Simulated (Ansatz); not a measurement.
WO3, pressure series

The reference is WO₃ (space group P6/mmm, No. 191; a = 7.390 Å, c = 3.800 Å).

Cell and atoms are relaxed at each pressure.

Calculations: PBEsol in Ansatz (plane waves to 420 eV, PAW, scalar-relativistic without spin-orbit coupling).

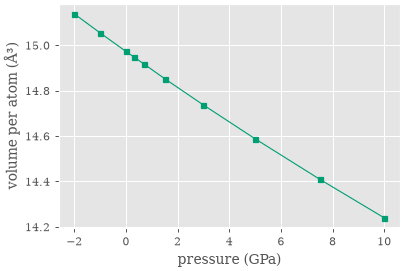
Fig. 1. Volume per atom against pressure

```csv
pressure (GPa),volume per atom
-2,15.14 Å³
-1,15.05 Å³
0.3,14.95 Å³
0.7,14.92 Å³
1.5,14.85 Å³
3,14.74 Å³
5,14.59 Å³
7.5,14.41 Å³
10,14.24 Å³
```

Load acts through the strain it causes; cell and atoms are relaxed under it. Stability against distortions was not tested. Competing high-pressure phases were not computed.

Ansatz is a program for electronic structure.
